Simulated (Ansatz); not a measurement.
# CH5Ge (SMILES [CH3][GeH2]): USVWN5/def2-TZVP

Aim: the vertical ionisation energy of CH5Ge at USVWN5/def2-TZVP, from 2 runs. 

Program for the calculation: Ansatz 0.2.0.

36 further runs of the same task are left out: 36 set aside as unsound or not needed.

**1. The structure to begin with**

CH5Ge: 7 atoms, total charge 0, spin state doublet. SMILES: `[CH3][GeH2]`. The shape is that of a PBE0-D4/def2-TZVP optimisation.

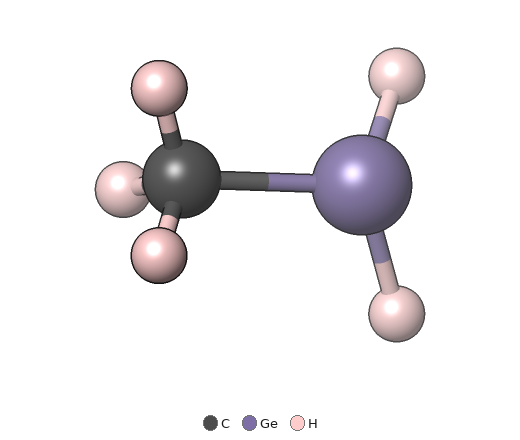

The structure, seen from a chosen angle (carbon dark grey, germanium purple, hydrogen pink).

**2. A single-point energy at USVWN5/def2-TZVP**

Contents of in.yaml:

```yaml
crystal:
  periodic: [false, false, false]
  atoms:
    - symbol: C
      position_ang: [-0.247600, -0.809300, -0.206400]
    - symbol: Ge
      position_ang: [0.396000, 0.824800, 0.663000]
    - symbol: H
      position_ang: [-1.153200, -1.166400, 0.283800]
    - symbol: H
      position_ang: [0.513100, -1.588100, -0.157000]
    - symbol: H
      position_ang: [-0.473200, -0.603400, -1.255600]
    - symbol: H
      position_ang: [-0.673100, 1.940800, 0.621200]
    - symbol: H
      position_ang: [1.699200, 1.333700, 0.005300]
basis:
  gaussian: {orbitals: def2-TZVP}
magnetization: {spin_polarized: true, initial_magnetization: 1}
hamiltonian: {xc: {name: SVWN5}}
accuracy: high
output: {orbitals: {seedname: orbitals}}
```

Command:

```console
$ ansatz run in.yaml --threads 1 --pin off --max-ram 3480MiB --events-out events.jsonl --progress --plain --runs-dir runs
```

Log:

```text
Warning: RAYON_NUM_THREADS=1 ignored (pool sized by the plan → 1); use --threads N
Functional definition: SVWN5
  name "SVWN5"
  exchange = slater_x
  correlation = vwn5_c
1947 factors; integrals over basis functions are off by at most 4.7e-9 eV
mean field evaluation 1: about -57529.2477 eV, gradient 4.9e1 eV
mean field evaluation 2: about -57507.2737 eV, gradient 7.2e1 eV
mean field evaluation 4: about -57539.0115 eV, gradient 2.8e0 eV
mean field evaluation 8: about -57539.0609 eV, gradient 3.8e-2 eV
mean field evaluation 16: about -57539.0609 eV, gradient 1.4e-5 eV
mean field -57539.06088643 eV, -2114.5214862001 hartree, gradient 4.6e-8 eV, S^2 0.750927; 0 other end points of the search recorded, 0 dependent functions left out
reference -57539.06088967 eV, -2114.5214863190 hartree; 22, 21 occupied and 87, 88 virtual orbitals, 1947 factors
Total energy: -57539.06088967 eV, -2114.5214863190 hartree
```

It took 6 s on 1 thread of Arm Neoverse V2, shared host; peak memory 0.28 GiB.

**3. The singlet cation, same level**

Contents of input.yaml:

```yaml
crystal:
  periodic: [false, false, false]
  atoms:
    - {symbol: C, position_ang: [-0.247600, -0.809300, -0.206400]}
    - {symbol: Ge, position_ang: [0.396000, 0.824800, 0.663000]}
    - {symbol: H, position_ang: [-1.153200, -1.166400, 0.283800]}
    - {symbol: H, position_ang: [0.513100, -1.588100, -0.157000]}
    - {symbol: H, position_ang: [-0.473200, -0.603400, -1.255600]}
    - {symbol: H, position_ang: [-0.673100, 1.940800, 0.621200]}
    - {symbol: H, position_ang: [1.699200, 1.333700, 0.005300]}
basis:
  gaussian:
    orbitals: def2-TZVP
total_charge: 1
hamiltonian:
  xc: {name: SVWN5}
accuracy: high
output:
  orbitals: {seedname: orbitals}
```

Command:

```console
$ ansatz run input.yaml --threads 1 --pin off --max-ram 3480MiB --events-out events.jsonl --progress --plain --runs-dir runs
```

Log:

```text
Warning: RAYON_NUM_THREADS=1 ignored (pool sized by the plan → 1); use --threads N
[... 4 set-up lines as earlier in the session ...]
1947 factors; integrals over basis functions are off by at most 4.7e-9 eV
mean field evaluation 1: about -57511.7579 eV, gradient 9.4e1 eV
mean field evaluation 2: about -57436.5761 eV, gradient 1.4e2 eV
mean field evaluation 4: about -57530.4709 eV, gradient 1.6e1 eV
mean field evaluation 8: about -57530.9125 eV, gradient 2.6e-1 eV
mean field evaluation 16: about -57530.9127 eV, gradient 2.1e-5 eV
mean field -57530.91267350 eV, -2114.2220448978 hartree, gradient 1.6e-8 eV, S^2 0.000000; 0 other end points of the search recorded, 0 dependent functions left out
reference -57530.91267679 eV, -2114.2220450188 hartree; 21, 21 occupied and 88, 88 virtual orbitals, 1947 factors
Total energy: -57530.91267679 eV, -2114.2220450188 hartree
```

It took 4.8 s on 1 thread of Arm Neoverse V2, shared host; peak memory 0.25 GiB.

**4. Summary of results**

Level: USVWN5/def2-TZVP.

| quantity | value |
| --- | --- |
| doublet CH5Ge: total energy | -2114.52149 Eh |
| doublet CH5Ge: HOMO energy (highest over α and β) | -4.78 eV |
| doublet CH5Ge: LUMO energy (lowest over α and β) | -3.71 eV |
| doublet CH5Ge: ⟨S²⟩ | 0.751 |
| singlet cation: total energy | -2114.22205 Eh |
| singlet cation: HOMO energy | -14.36 eV |
| singlet cation: LUMO energy | -11.46 eV |
| singlet cation: HOMO–LUMO gap | 2.90 eV |
| vertical ionisation energy (to the singlet cation) | 8.148 eV |

Removing an electron at fixed nuclei costs 8.15 eV (188 kcal/mol). Only the singlet of the ionised species was computed; a triplet could lie lower.
